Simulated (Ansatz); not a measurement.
# CH₃Ga (triplet): correlated methods under varied settings

What do other methods and options give for CH₃Ga (triplet) at this geometry, and how long do they take?

Method: the settings change from run to run; program: Ansatz 0.2.0, Gaussian basis.

27 further runs of the same task are left out: 1 for a known fault of the program, 11 that didn't finish, 15 set aside as unsound or not needed.

## Step 1: The system

The geometry is a PBE0/def2-TZVP stationary point (not a proven minimum). No spin-orbit coupling is included. The filled d shell of Ga may be among the frozen orbitals whatever the setting's name suggests; the logs give the count.

5 atoms, charge 0, spin multiplicity 3.

Atoms are counted from 1 here; the program's logs count them from 0.

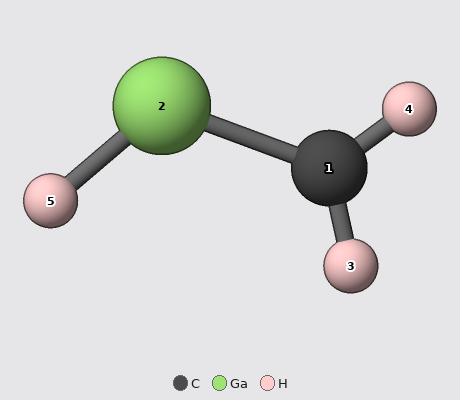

The structure; carbon dark grey, gallium green, hydrogen pink; atoms are numbered from 1 in the order of the file.

## Step 2: NEVPT4(SD)(2,5)/6-31G

File in.yaml:

```yaml
crystal:
  periodic: [false, false, false]
  atoms:
    - {symbol: C, position_ang: [0.000000, 0.082980, 1.625733]}
    - {symbol: Ga, position_ang: [0.000000, -0.036718, -0.326926]}
    - {symbol: H, position_ang: [0.000000, 1.033629, 2.158538]}
    - {symbol: H, position_ang: [0.000000, -0.785147, 2.279606]}
    - {symbol: H, position_ang: [0.000000, 1.302631, -1.195794]}
basis:
  gaussian: {orbitals: 6-31G}
magnetization: {spin_polarized: false, initial_magnetization: 2}
correlation: {method: fic_nevpt4_sd, electrons: outside_noble_gas, active_space: {window: {electrons: 2, orbitals: 5}}}
```

On the command line:

```console
$ ansatz run in.yaml --threads 1 --pin off --events-out ev --progress --plain --max-ram 2393MiB
```

What it wrote:

```text
Functional definition: HF
  name "HF"
  cite "Fock, Z. Phys. 61, 126 (1930) doi:10.1007/BF01340294"
  parent pbe
  exchange = exact_x
  correlation = 0
474 factors; integrals over basis functions are off by at most 5.8e-4 eV
mean field evaluation 1: about -53399.5777 eV, gradient 1.3e1 eV
mean field evaluation 2: about -53399.5992 eV, gradient 1.3e1 eV
mean field evaluation 4: about -53400.5318 eV, gradient 2.3e0 eV
mean field evaluation 8: about -53400.5573 eV, gradient 1.2e-1 eV
mean field -53400.55740480 eV, -1962.4342884285 hartree, gradient 4.9e-6 eV, S^2 2.000000; 0 other end points of the search recorded, 0 dependent functions left out
reference -53400.55740480 eV, -1962.4342884285 hartree; 21, 19 occupied and 23, 25 virtual orbitals, 474 factors
state -53400.58607325 eV, -1962.4353419745 hartree
state -53400.58607325 eV, -1962.4353419745 hartree; corrected -53403.97188257 eV, -1962.5597681722 hartree
WARN: 1 active orbitals are nearly empty or full. The corrections depend on them more than the energy does, and are more stable in an active space without them
Total energy: -53403.97188257 eV, -1962.5597681722 hartree
```

Wall time 2.2 s (1 thread of Arm Neoverse V2, shared host).

From the report: 12 determinants; active occupations 1.00, 1.00, 0.00, 0.00, 0.00. The report marks this result as in doubt.

## Step 3: HF/cc-pVDZ

Edit in.yaml of step 2 so:

```diff
@@ -9,4 +9,6 @@
 basis:
-  gaussian: {orbitals: 6-31G}
+  gaussian: {orbitals: cc-pVDZ}
 magnetization: {spin_polarized: false, initial_magnetization: 2}
-correlation: {method: fic_nevpt4_sd, electrons: outside_noble_gas, active_space: {window: {electrons: 2, orbitals: 5}}}
+hamiltonian: {xc: hf}
+accuracy: high
+output: {forces: true, orbitals: {seedname: orbitals}}
```

Launched as before.

What it wrote, shortened:

```text
Functional definition: HF
  name "HF"
  cite "Fock, Z. Phys. 61, 126 (1930) doi:10.1007/BF01340294"
  parent pbe
[...]
1226 factors; integrals over basis functions are off by at most 4.7e-9 eV
[...]
mean field -53408.99062255 eV, -1962.7442034646 hartree, gradient 6.0e-8 eV, S^2 2.000000; 0 other end points of the search recorded, 0 dependent functions left out
[...]
reference -53408.99062255 eV, -1962.7442034646 hartree; 21, 19 occupied and 35, 37 virtual orbitals, 1226 factors
Total energy: -53408.99062255 eV, -1962.7442034646 hartree
Atom 0 at     0.000000     0.082980     1.625733 Å, force     0.000000     0.047770     0.073083 eV/Å
Atom 1 at     0.000000    -0.036718    -0.326926 Å, force    -0.000000     0.054356    -0.170344 eV/Å
Atom 2 at     0.000000     1.033629     2.158538 Å, force     0.000000    -0.046401     0.023078 eV/Å
Atom 3 at     0.000000    -0.785147     2.279606 Å, force    -0.000000     0.013626     0.028299 eV/Å
Atom 4 at     0.000000     1.302631    -1.195794 Å, force    -0.000000    -0.069351     0.045883 eV/Å
Dipole moment:    -0.000000    -0.059537     0.141860 e Å
```

It took 2.2 s on 1 thread of Arm Neoverse V2, shared host.

## Step 4: MP2 on ROHF/def2-SVP

Edit in.yaml of step 3 so:

```diff
@@ -9,6 +9,4 @@
 basis:
-  gaussian: {orbitals: cc-pVDZ}
+  gaussian: {orbitals: def2-SVP, fitting: {mean_field: def2-universal-jkfit}}
 magnetization: {spin_polarized: false, initial_magnetization: 2}
-hamiltonian: {xc: hf}
-accuracy: high
-output: {forces: true, orbitals: {seedname: orbitals}}
+correlation: {method: mp2, electrons: outside_noble_gas}
```

The command is unchanged.

What it wrote:

```text
Functional definition: HF
  name "HF"
  cite "Fock, Z. Phys. 61, 126 (1930) doi:10.1007/BF01340294"
  parent pbe
  exchange = exact_x
  correlation = 0
395 factors; integrals over basis functions are off by at most 4.0e-1 eV
mean field evaluation 1: about -53401.1377 eV, gradient 1.5e1 eV
mean field evaluation 2: about -53402.0859 eV, gradient 6.1e0 eV
mean field evaluation 4: about -53402.2843 eV, gradient 4.4e-1 eV
mean field evaluation 8: about -53402.2854 eV, gradient 5.9e-7 eV
mean field -53402.28543177 eV, -1962.4977922486 hartree, gradient 5.9e-7 eV, S^2 2.000000; 0 other end points of the search recorded, 0 dependent functions left out
mean field evaluation 16: about -53402.4090 eV, gradient 2.1e-4 eV
15 core orbitals not correlated: weight in the atoms' cores, before any rotation towards them, 0.996 or more for the frozen orbitals, at most 0.005 for the correlated occupied ones
reference -53402.28543177 eV, -1962.4977922486 hartree; 6, 4 occupied and 40, 42 virtual orbitals, 395 factors
second order -4.50632132 eV of doubles, -0.06709485 eV of singles
Total energy: -53406.85884794 eV, -1962.6658621926 hartree
```

It took 1.1 s on 1 thread of Arm Neoverse V2, shared host.

## Step 5: NEVPT2(16,9)/STO-3G

Edit in.yaml of step 4 so:

```diff
@@ -9,4 +9,4 @@
 basis:
-  gaussian: {orbitals: def2-SVP, fitting: {mean_field: def2-universal-jkfit}}
+  gaussian: {orbitals: STO-3G}
 magnetization: {spin_polarized: false, initial_magnetization: 2}
-correlation: {method: mp2, electrons: outside_noble_gas}
+correlation: {method: sc_nevpt2, electrons: valence, active_space: {window: {electrons: 16, orbitals: 9}}}
```

The command is unchanged.

What it wrote, shortened:

```text
Functional definition: HF
  name "HF"
  cite "Fock, Z. Phys. 61, 126 (1930) doi:10.1007/BF01340294"
  parent pbe
[...]
281 factors; integrals over basis functions are off by at most 8.9e-5 eV
[...]
mean field -52790.96370964 eV, -1940.0321333288 hartree, gradient 8.5e-7 eV, S^2 2.000000; 21 other end points of the search recorded, 0 dependent functions left out
reference -52790.96370964 eV, -1940.0321333288 hartree; 21, 19 occupied and 5, 7 virtual orbitals, 281 factors
state -52790.96414003 eV, -1940.0321491456 hartree
state -52790.96414003 eV, -1940.0321491456 hartree; corrected -52792.59133827 eV, -1940.0919475779 hartree
state -52790.36073091 eV, -1940.0099742693 hartree
state -52790.36073091 eV, -1940.0099742693 hartree; corrected -52793.10340704 eV, -1940.1107657578 hartree
state -52790.36073091 eV, -1940.0099742693 hartree; corrected -52793.10340704 eV, -1940.1107657578 hartree
the orbitals are reached from a further start. From the first start the search ends at -52790.96414002 eV, -1940.0321491451 hartree
WARN: 5 active orbitals are nearly empty or full. The corrections depend on them more than the energy does, and are more stable in an active space without them
WARN: the results are in doubt because another end's mean lies 0.603 eV lower, and its corrected mean 0.512 eV higher
Total energy: -52793.10340704 eV, -1940.1107657578 hartree
In doubt: another end's mean lies 0.603 eV lower, and its corrected mean 0.512 eV higher
```

Run time: 5.5 s. Hardware: 1 thread of Arm Neoverse V2, shared host.

From the report: 36 determinants; active occupations 2.00, 2.00, 2.00, 2.00, 2.00, 2.00, 2.00, 1.00, 1.00. The program marks this result as in doubt; its last lines say why.

## Step 6: BCCD on ROHF/6-31G*

Edit in.yaml of step 5 so:

```diff
@@ -9,4 +9,6 @@
 basis:
-  gaussian: {orbitals: STO-3G}
+  gaussian: {orbitals: "6-31G*"}
 magnetization: {spin_polarized: false, initial_magnetization: 2}
-correlation: {method: sc_nevpt2, electrons: valence, active_space: {window: {electrons: 16, orbitals: 9}}}
+correlation: {method: bccd, electrons: outside_noble_gas}
+accuracy: high
+output: {forces: true}
```

Launched as before.

What it wrote, shortened:

```text
Functional definition: HF
  name "HF"
  cite "Fock, Z. Phys. 61, 126 (1930) doi:10.1007/BF01340294"
  parent pbe
[...]
1083 factors; integrals over basis functions are off by at most 4.8e-9 eV
[...]
mean field -53402.08300790 eV, -1962.4903533083 hartree, gradient 2.4e-8 eV, S^2 2.000000; 1 other end points of the search recorded, 0 dependent functions left out
[...]
determinant -53402.08300790 eV, -1962.4903533083 hartree, with singles and doubles -53406.94773780 eV, -1962.6691288347 hartree
determinant -53399.26835772 eV, -1962.3869168221 hartree, with singles and doubles -53404.44161277 eV, -1962.5770304385 hartree
15 core orbitals not correlated: weight in the atoms' cores, before any rotation towards them, 0.996 or more for the frozen orbitals, at most 0.005 for the correlated occupied ones
reference -53402.08300790 eV, -1962.4903533083 hartree; 6, 4 occupied and 35, 37 virtual orbitals, 1083 factors
second order -4.03325486 eV of doubles, -0.06899218 eV of singles
cycle   1  -4.86041687 eV  change    4.3e-3 eV  update   4.3e-3
[...]
cycle  21  -4.85849711 eV  change  -2.7e-10 eV  update  4.7e-10
[...]
Total energy: -53406.94150501 eV, -1962.6688997841 hartree
Atom 0 at     0.000000     0.082980     1.625733 Å, force    -0.000000     0.040742     0.120245 eV/Å
Atom 1 at     0.000000    -0.036718    -0.326926 Å, force    -0.000000    -0.291160    -0.117797 eV/Å
Atom 2 at     0.000000     1.033629     2.158538 Å, force     0.000000     0.091832     0.067914 eV/Å
Atom 3 at     0.000000    -0.785147     2.279606 Å, force     0.000000    -0.104058     0.088361 eV/Å
Atom 4 at     0.000000     1.302631    -1.195794 Å, force     0.000000     0.262644    -0.158724 eV/Å
Dipole moment:    -0.000000     0.005128     0.184772 e Å
```

Wall time 13 s (1 thread of Arm Neoverse V2, shared host).

From the report: correlation -4.8585 eV; largest double amplitude 0.03.

## Step 7: CISD/cc-pVDZ

Edit in.yaml of step 6 so:

```diff
@@ -9,6 +9,6 @@
 basis:
-  gaussian: {orbitals: "6-31G*"}
+  gaussian: {orbitals: cc-pVDZ}
 magnetization: {spin_polarized: false, initial_magnetization: 2}
-correlation: {method: bccd, electrons: outside_noble_gas}
+correlation: {active_space: {ras: {orbitals: [9, 2, 35], electrons: 20, max_holes: 2, max_particles: 2}, fixed_orbitals: true}}
 accuracy: high
-output: {forces: true}
+scf: {lower_state_search: off}
```

Same command.

What it wrote:

```text
Functional definition: HF
  name "HF"
  cite "Fock, Z. Phys. 61, 126 (1930) doi:10.1007/BF01340294"
  parent pbe
  exchange = exact_x
  correlation = 0
these checks for a lower state are left out or cut short: stability, starts, cluster_reference, orbital_swaps, neighbouring_geometries, increment
1226 factors; integrals over basis functions are off by at most 4.7e-9 eV
mean field evaluation 1: about -53407.8054 eV, gradient 1.4e1 eV
mean field evaluation 2: about -53407.8353 eV, gradient 1.4e1 eV
mean field evaluation 4: about -53408.9545 eV, gradient 2.3e0 eV
mean field evaluation 8: about -53408.9906 eV, gradient 9.0e-4 eV
mean field -53408.99062255 eV, -1962.7442034646 hartree, gradient 6.0e-8 eV, S^2 2.000000; 0 other end points of the search recorded, 0 dependent functions left out
reference -53408.99062255 eV, -1962.7442034646 hartree; 21, 19 occupied and 35, 37 virtual orbitals, 1226 factors
state -53414.58017705 eV, -1962.9496158037 hartree
Total energy: -53414.58017705 eV, -1962.9496158037 hartree
Checks for a lower state left out: stability, starts, cluster_reference, orbital_swaps, neighbouring_geometries, increment
```

Run time: 26 s. Hardware: 1 thread of Arm Neoverse V2, shared host.

From the report: 423,818 determinants.

## Step 8: The runs in one table

Where basis and cores are those of an earlier UCCSDT(Q)/cc-pVDZ run (-53414.6034 eV), and the state is the same kind, the miss against it is given. † marks a result that the program doubts.

```tsv
level	correlated	functions	energy (eV)	from UCCSDT(Q) (meV)	time
NEVPT4(SD)(2,5)/6-31G †	outside noble gas	44	-53403.9719		2.2 s
HF/cc-pVDZ		56	-53408.9906	5612.8	2.2 s
MP2 on ROHF/def2-SVP	outside noble gas	61	-53406.8588		1.1 s
NEVPT2(16,9)/STO-3G †	valence	26	-52793.1034		5.5 s
BCCD on ROHF/6-31G*	outside noble gas	56	-53406.9415		13 s
CISD/cc-pVDZ	valence	56	-53414.5802		26 s
```

## Step 9: Results

```
quantity                        value
    runs                            6
quickest  MP2 on ROHF/def2-SVP, 1.1 s
 slowest           CISD/cc-pVDZ, 26 s
```

In words: Total energies in different bases, with other cores or another treatment of relativity can't be set against each other. CISD/cc-pVDZ took 24 times as long as MP2 on ROHF/def2-SVP; the jobs differ in more than the method. Hartree-Fock, CASSCF and CASCI lack dynamic correlation by design.
